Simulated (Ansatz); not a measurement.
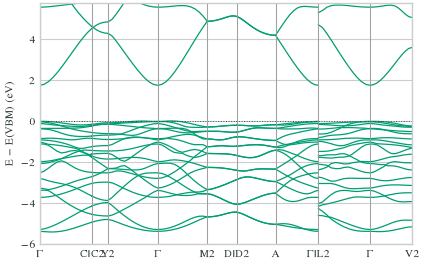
Fig. 1. Band structure from plane-wave PAW r²SCAN (Ansatz code)

The gap is 1.74 eV; an edge lies off the plotted path or next to a special point (maximum off the standard path, minimum at Γ).

Task: Pick the material that matches.
A) Ta2O5, C2/c (Ta on 8f, O on 8f, O on 8f, O on 4e)
B) TiO2, C2/m (Pearson symbol mS24)
C) In2O3, C2/c (In on 8f, O on 8f, O on 4e)
D) KCr3O8, C2/m (Pearson symbol mS24)

Result: C, In2O3, C2/c (In on 8f, O on 8f, O on 4e)

The start of the workflow was typed in or built on a structure type; neither database checked (COD, Materials Project) lists it. It is not the phase usual at ambient conditions (space group No. 206). The r²SCAN relaxation kept the symmetry of its start; its stability against distortions is not shown here. Scalar-relativistic: spin–orbit coupling is off unless named, which matters more the heavier the elements.

Potentials: the earlier of the program's two PAW sets. The files were generated under PBE; for other functionals the program regenerates the frozen cores, and for LDA and PBEsol the local potential too.
